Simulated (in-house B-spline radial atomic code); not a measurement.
# Nb⁷⁺: density, ELF and screening along the radius

How do the shells of Nb⁷⁺ show in real space, and how much do the settings move them?

Method: several methods, spin-polarised, as named in each step; spherical all-electron atom at the radial basis limit. Code: in-house B-spline radial atomic code version 1.

**1. The atom as given**

| Property | Result |
| --- | --- |
| element | niobium (Z = 41) |
| charge | +7 |
| electrons | 34 |
| configuration | [Ar] 3d10 4s2 4p3 5p1 |
| nucleus | point (non-relativistic runs) or finite (X2C runs) |

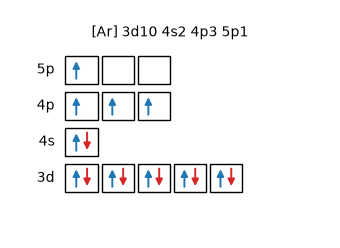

Outer shells as boxes.

Where spins are not typed, each open shell is filled with up spins first.

**2. r2SCAN, X2C, [Ar] 3d10 4s2 4p3 5p1**

The run's settings:

```ini
Z = 41
electrons = 34.0
configuration = [Ar] 3d10 4s2 4p3 5p1
hamiltonian = x2c
method = r2scan
spin_polarised = True
nucleus = fermi
rms_radius = 4.324
mass_number = 93
atomic_mass = 92.90637317
speed_of_light = 137.035999084
```

Started as:

```bash
> python run_scf.py task.json out
```

task.json lists these runs, among others, and the program works through them in turn.

Main fields of the result record, rounded:

```text
{
  "status": "converged",
  "scf [iteration, energy, orbital gradient]": [
    [1, -3803.67980124, 0.0809],
    [2, -3803.68600376, 0.00164],
    [3, -3803.68601161, 0.000834],
    [4, -3803.68601393, 0.000422],
    [5, -3803.68601491, 2.62e-05],
    [6, -3803.68601492, 2.45e-06],
    [7, -3803.68601492, 3.27e-07]
  ],
  "energy [hartree]": {"total": -3803.68601492, "kinetic": 3937.88782469, "nuclear": -9039.79180048, "coulomb": 1414.26318138, "xc": -116.0452205},
  "orbitals [hartree, bohr; first row names the columns]": [
    ["name", "occ", "eps", "<r>", "<r^2>", "<1/r>", "r_max"],
    ["1s up", 1.0, -696.24739, 0.035617, 0.0017226, 43.723, 0.022924],
    ["1s down", 1.0, -696.21101, 0.035615, 0.0017225, 43.724, 0.022923],
    ["2s up", 1.0, -101.65818, 0.15752, 0.029325, 9.7851, 0.13301],
    ["2s down", 1.0, -101.65005, 0.15751, 0.029319, 9.7845, 0.13302],
    ["2p up", 3.0, -91.194159, 0.13751, 0.023128, 9.3004, 0.10625],
    ["2p down", 3.0, -91.166506, 0.13752, 0.02313, 9.299, 0.10627],
    ["3s up", 1.0, -20.769499, 0.441, 0.223, 3.3191, 0.39451],
    ["3s down", 1.0, -20.741845, 0.441, 0.22281, 3.3158, 0.39483],
    ["3p up", 3.0, -17.306917, 0.44362, 0.22918, 3.1139, 0.38837],
    ["3p down", 3.0, -17.271328, 0.44335, 0.22864, 3.1128, 0.38875],
    ["3d up", 5.0, -11.660187, 0.43029, 0.22278, 2.8668, 0.33445],
    ["3d down", 5.0, -11.61844, 0.42899, 0.22095, 2.8712, 0.33463],
    ["4s up", 1.0, -6.166279, 1.075, 1.2969, 1.2772, 0.99598],
    ["4s down", 1.0, -5.8926218, 1.0776, 1.3055, 1.2775, 0.99451],
    ["4p up", 3.0, -5.147016, 1.1509, 1.4952, 1.1705, 1.058],
    ["5p up", 1.0, -2.3489762, 2.367, 6.2302, 0.56445, 2.3121]
  ],
  "sum_r [bohr^k]": {"-1": 223.4497, "1": 17.02307, "2": 17.55692},
  "radius_at_0.001 [bohr]": 3.489,
  "radius_enclosing_fraction [bohr]": {"0.5": 0.3628, "0.9": 1.115, "0.99": 2.672},
  "slater [hartree]": {
    "F0(4p up,4p up)": 0.78015,
    "F2(4p up,4p up)": 0.41626,
    "F0(4p up,5p up)": 0.46363,
    "F2(4p up,5p up)": 0.14884,
    "G0(4p up,5p up)": 0.031624,
    "G2(4p up,5p up)": 0.04283,
    "F0(5p up,5p up)": 0.37849,
    "F2(5p up,5p up)": 0.2066
  }
}
```

Wall time 0.36 s (1 thread, shared host).

radius_at_0.001 is where the density falls to 0.001 electrons per bohr³. Meta-GGA runs start from a PBE run whose iterations are not counted.

Fields along the radius, from the same record (one point in 2):

| r (bohr) | 4πr²n (1/bohr) | ELF | screened charge r·V (e) | reduced gradient s | 4πr²(n↑−n↓) |
| --- | --- | --- | --- | --- | --- |
| 0.00586 | 16.63 | 0.9992 | 39.72 | 0.5465 | 0.0005367 |
| 0.00888 | 27.66 | 0.9982 | 39.09 | 0.5399 | 0.002264 |
| 0.0134 | 40.72 | 0.9946 | 38.20 | 0.5712 | 0.008976 |
| 0.0203 | 50.63 | 0.9739 | 36.96 | 0.6452 | 0.03315 |
| 0.0308 | 50.31 | 0.8090 | 35.30 | 0.7403 | 0.1068 |
| 0.0466 | 43.64 | 0.3568 | 33.12 | 0.6520 | 0.2712 |
| 0.0705 | 49.43 | 0.4231 | 30.27 | 0.3128 | 0.4636 |
| 0.107 | 63.39 | 0.7620 | 26.68 | 0.3664 | 0.3477 |
| 0.162 | 50.58 | 0.5679 | 22.66 | 0.5815 | -0.01855 |
| 0.244 | 39.09 | 0.3119 | 18.37 | 0.2845 | 0.6137 |
| 0.370 | 47.46 | 0.7552 | 13.93 | 0.3239 | 0.9534 |
| 0.560 | 25.03 | 0.5954 | 10.70 | 0.7421 | -0.01047 |
| 0.848 | 8.863 | 0.2609 | 8.805 | 0.6263 | 2.850 |
| 1.28 | 4.775 | 0.7515 | 7.679 | 0.9869 | 2.892 |
| 1.94 | 1.055 | 0.05945 | 7.207 | 1.350 | 0.8860 |
| 2.94 | 0.4011 | 0.3782 | 7.026 | 2.216 | 0.3999 |
| 4.45 | 0.01521 | 0.01909 | 7.000 | 12.83 | 0.01521 |
| 6.73 | 0.00001 | 0.00000 | 7.000 | 202.2 | 0.00001 |

**3. LDA (VWN5), non-rel., [Ar] 3d10 4s1 4p4 5f1**

The run's settings:

```ini
Z = 41
electrons = 34.0
configuration = [Ar] 3d10 4s1 4p4 5f1
hamiltonian = nr
method = lda,vwn
spin_polarised = True
```

Results of the run:

```text
{
  "status": "converged",
  "scf [iteration, energy, orbital gradient]": [
    [1, -3725.52959361, 0.629],
    [2, -3730.9910212, 0.497],
    [3, -3733.54123265, 0.101],
    [4, -3733.65801397, 0.0184],
    [5, -3733.66182003, 0.0121],
    [6, -3733.66344184, 0.000627],
    [7, -3733.66344541, 3.24e-05],
    [8, -3733.66344542, 7.86e-07],
    [9, -3733.66344542, 5.9e-08]
  ],
  "energy [hartree]": {"total": -3733.66344542, "kinetic": 3731.2415724, "nuclear": -8746.04964469, "coulomb": 1389.88081302, "xc": -108.736186141},
  "orbitals [hartree, bohr; first row names the columns]": [
    ["name", "occ", "eps", "<r>"],
    ["1s up", 1.0, -678.43801, 0.037239],
    ["1s down", 1.0, -678.41274, 0.037239],
    ["2s up", 1.0, -97.358332, 0.16307],
    ["2s down", 1.0, -97.341004, 0.16306],
    ["2p up", 3.0, -89.901308, 0.1398],
    ["2p down", 3.0, -89.879931, 0.1398],
    ["3s up", 1.0, -19.890498, 0.45465],
    ["3s down", 1.0, -19.856867, 0.45415],
    ["3p up", 3.0, -17.052217, 0.44985],
    ["3p down", 3.0, -17.016234, 0.44918],
    ["3d up", 5.0, -11.847114, 0.42918],
    ["3d down", 5.0, -11.810145, 0.42788],
    ["4s up", 1.0, -6.0807299, 1.0914],
    ["4p up", 3.0, -5.1980342, 1.1531],
    ["4p down", 1.0, -5.0242086, 1.1597],
    ["5f up", 1.0, -1.3888758, 3.3012]
  ],
  "sum_r [bohr^k]": {"-1": 213.3183, "1": 18.14235, "2": 24.07015}
}
```

Run time: 0.15 s. Hardware: 1 thread, shared host.

The record's radial tables, every 4th point:

| r (bohr) | 4πr²n (1/bohr) | ELF | screened charge r·V (e) | reduced gradient s | 4πr²(n↑−n↓) |
| --- | --- | --- | --- | --- | --- |
| 0.00638 | 14.51 | 0.9990 | 39.66 | 0.4330 | 0.02255 |
| 0.0150 | 39.85 | 0.9932 | 37.99 | 0.5373 | 0.06082 |
| 0.0355 | 48.15 | 0.7099 | 34.73 | 0.7332 | 0.1019 |
| 0.0836 | 54.40 | 0.5613 | 29.01 | 0.2856 | 0.3973 |
| 0.197 | 42.15 | 0.3464 | 20.77 | 0.5308 | 0.04471 |
| 0.464 | 38.48 | 0.7675 | 12.08 | 0.5190 | 0.2965 |
| 1.09 | 6.724 | 0.6297 | 8.172 | 0.6163 | 3.799 |
| 2.58 | 0.2570 | 0.003306 | 7.232 | 0.2716 | 0.2352 |
| 6.07 | 0.01832 | 0.001055 | 7.001 | 10.29 | 0.01832 |

**4. Hartree-Fock, non-rel., [Ne] 3s2 3p5 3d10 4s2 4p4 5f1**

The run's settings:

```ini
Z = 41
electrons = 34.0
configuration = [Ne] 3s2 3p5 3d10 4s2 4p4 5f1
hamiltonian = nr
method = hf
spin_polarised = True
```

Results of the run:

```text
{
  "status": "converged",
  "scf [iteration, energy, orbital gradient]": [
    [1, -3713.74184768, 0.74],
    [2, -3722.9585005, 0.381],
    [3, -3724.21812955, 0.117],
    [4, -3724.34618332, 0.0366],
    [5, -3724.35854375, 0.0138],
    [6, -3724.36054725, 0.000505],
    [7, -3724.3605498, 0.000106],
    [8, -3724.36054989, 1e-05],
    [9, -3724.36054989, 7.42e-07],
    [10, -3724.36054989, 2.84e-08]
  ],
  "energy [hartree]": {"total": -3724.36054989, "kinetic": 3724.36054755, "nuclear": -8706.95484584, "coulomb": 1366.31652737, "exact_exchange": -108.082778966},
  "orbitals [hartree, bohr; first row names the columns]": [
    ["name", "occ", "eps", "<r>"],
    ["1s up", 1.0, -691.2851, 0.037192],
    ["1s down", 1.0, -691.16607, 0.037187],
    ["2s up", 1.0, -102.56095, 0.16246],
    ["2s down", 1.0, -102.48061, 0.16234],
    ["2p up", 3.0, -94.461817, 0.13965],
    ["2p down", 3.0, -94.311615, 0.13988],
    ["3s up", 1.0, -22.489015, 0.44673],
    ["3s down", 1.0, -21.990696, 0.44802],
    ["3p up", 3.0, -19.333656, 0.44196],
    ["3p down", 2.0, -19.055256, 0.44257],
    ["3d up", 5.0, -13.589442, 0.42116],
    ["3d down", 5.0, -13.330973, 0.4209],
    ["4s up", 1.0, -6.8067064, 1.0771],
    ["4s down", 1.0, -6.3908625, 1.0863],
    ["4p up", 3.0, -5.6748992, 1.137],
    ["4p down", 1.0, -5.4597026, 1.1508],
    ["5f up", 1.0, -1.4385363, 3.3767]
  ],
  "sum_r [bohr^k]": {"-1": 212.3648, "1": 18.65575, "2": 25.49569}
}
```

Wall time 0.34 s (1 thread, shared host).

The record's radial tables, every 4th point:

| r (bohr) | 4πr²n (1/bohr) | ELF | screened charge r·V (e) | reduced gradient s | 4πr²(n↑−n↓) |
| --- | --- | --- | --- | --- | --- |
| 0.00642 | 14.71 | 0.9990 | 39.66 | 0.4329 | 0.001752 |
| 0.0152 | 40.43 | 0.9933 | 37.97 | 0.5401 | 0.02665 |
| 0.0358 | 47.85 | 0.7028 | 34.72 | 0.7406 | 0.3297 |
| 0.0845 | 54.37 | 0.5697 | 29.01 | 0.2810 | 1.171 |
| 0.200 | 41.77 | 0.3378 | 20.78 | 0.5229 | 0.1686 |
| 0.471 | 35.50 | 0.7286 | 12.29 | 0.5649 | 2.537 |
| 1.11 | 7.729 | 0.7579 | 8.179 | 0.6095 | 2.594 |
| 2.63 | 0.2132 | 0.002371 | 7.236 | 0.6990 | 0.1922 |
| 6.20 | 0.02049 | 0.001260 | 7.001 | 9.565 | 0.02049 |

**5. PBE, X2C, [Ar] 3d10 4s2 4p3 4d1**

The run's settings:

```ini
Z = 41
electrons = 34.0
configuration = [Ar] 3d10 4s2 4p3 4d1
hamiltonian = x2c
method = pbe,pbe
spin_polarised = True
nucleus = fermi
rms_radius = 4.324
mass_number = 93
atomic_mass = 92.90637317
speed_of_light = 137.035999084
```

Results of the run:

```text
{
  "status": "converged",
  "scf [iteration, energy, orbital gradient]": [
    [1, -3797.78355986, 0.591],
    [2, -3802.30155113, 0.449],
    [3, -3804.46575331, 0.0794],
    [4, -3804.56017623, 0.0172],
    [5, -3804.56320038, 0.0098],
    [6, -3804.5644834, 0.000639],
    [7, -3804.56448673, 3.71e-05],
    [8, -3804.56448674, 1.56e-06],
    [9, -3804.56448674, 5.37e-08]
  ],
  "energy [hartree]": {"total": -3804.56448674, "kinetic": 3938.82085902, "nuclear": -9051.02598232, "coulomb": 1423.72250019, "xc": -116.081863638},
  "orbitals [hartree, bohr; first row names the columns]": [
    ["name", "occ", "eps", "<r>"],
    ["1s up", 1.0, -694.41586, 0.035609],
    ["1s down", 1.0, -694.39504, 0.035608],
    ["2s up", 1.0, -100.7074, 0.15764],
    ["2s down", 1.0, -100.68779, 0.15763],
    ["2p up", 3.0, -90.39936, 0.1375],
    ["2p down", 3.0, -90.373686, 0.1375],
    ["3s up", 1.0, -20.180181, 0.44227],
    ["3s down", 1.0, -20.150898, 0.44202],
    ["3p up", 3.0, -16.804297, 0.44453],
    ["3p down", 3.0, -16.771072, 0.44408],
    ["3d up", 5.0, -11.280105, 0.43075],
    ["3d down", 5.0, -11.242127, 0.42953],
    ["4s up", 1.0, -5.890422, 1.0846],
    ["4s down", 1.0, -5.6622638, 1.083],
    ["4p up", 3.0, -4.9183162, 1.165],
    ["4d up", 1.0, -3.4419665, 1.3544]
  ],
  "sum_r [bohr^k]": {"-1": 223.7252, "1": 16.07985, "2": 13.5879}
}
```

It took 0.25 s on 1 thread, shared host.

The record's radial tables, every 4th point:

| r (bohr) | 4πr²n (1/bohr) | ELF | screened charge r·V (e) | reduced gradient s | 4πr²(n↑−n↓) |
| --- | --- | --- | --- | --- | --- |
| 0.00509 | 13.73 | 0.9993 | 39.88 | 0.5578 | -0.0002820 |
| 0.0111 | 34.71 | 0.9969 | 38.64 | 0.5523 | 0.002870 |
| 0.0243 | 51.93 | 0.9396 | 36.30 | 0.6887 | 0.04773 |
| 0.0530 | 43.30 | 0.3036 | 32.30 | 0.5406 | 0.2968 |
| 0.116 | 63.45 | 0.7744 | 25.88 | 0.4084 | 0.2822 |
| 0.253 | 39.96 | 0.3459 | 17.89 | 0.2561 | 0.8727 |
| 0.553 | 25.90 | 0.6141 | 10.62 | 0.7268 | -0.01811 |
| 1.21 | 6.404 | 0.7695 | 7.501 | 0.7216 | 4.136 |
| 2.64 | 0.07862 | 0.01202 | 7.002 | 7.542 | 0.07168 |

**6. Results**

| run | total energy (hartree) | highest level (eV) | radius holding 50 / 90 / 99 % (bohr) | radius at n = 0.001 (bohr) | ELF minima on the full grid (bohr) |
| --- | --- | --- | --- | --- | --- |
| r2SCAN, X2C, [Ar] 3d10 4s2 4p3 5p1 | -3803.6860 | -63.919 | 0.363 / 1.11 / 2.67 | 3.49 | 0.057, 0.20, 0.85, 1.9 |
| LDA (VWN5), non-rel., [Ar] 3d10 4s1 4p4 5f1 | -3733.6634 | -37.793 | 0.366 / 1.14 / 3.81 | 4.35 | 0.054, 0.24, 0.71, 2.6 |
| Hartree-Fock, non-rel., [Ne] 3s2 3p5 3d10 4s2 4p4 5f1 | -3724.3605 | -39.145 | 0.368 / 1.18 / 3.93 | 4.42 | 0.055, 0.25, 0.72, 2.6 |
| PBE, X2C, [Ar] 3d10 4s2 4p3 4d1 | -3804.5645 | -93.661 | 0.362 / 1.09 / 1.88 | 2.62 | 0.053, 0.21, 0.82 |

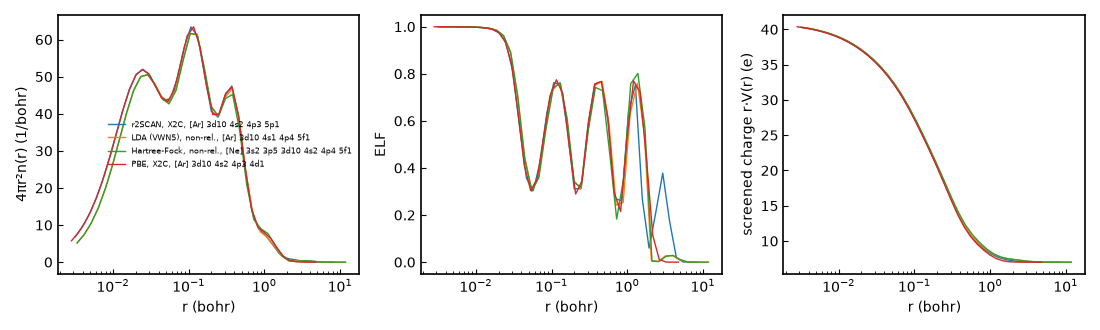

Radial density, ELF and screened nuclear charge of all runs.

In the first run ELF has 4 minima on the grid, which mark the borders between shells. On the record's full grid the screened charge (r times the electrostatic potential) falls from 40.9 near the nucleus to 7.00 at 8.3 bohr; far out it tends to the net charge, 7. The radius that holds 99 % of the electrons runs from 1.88 bohr (PBE, X2C, [Ar] 3d10 4s2 4p3 4d1) to 3.93 bohr (Hartree-Fock, non-rel., [Ne] 3s2 3p5 3d10 4s2 4p4 5f1). The grid is coarse (about 23 % a step), so the places of minima are rough. For X2C runs ELF uses the non-relativistic kinetic energy density, and the fields carry no picture-change correction.
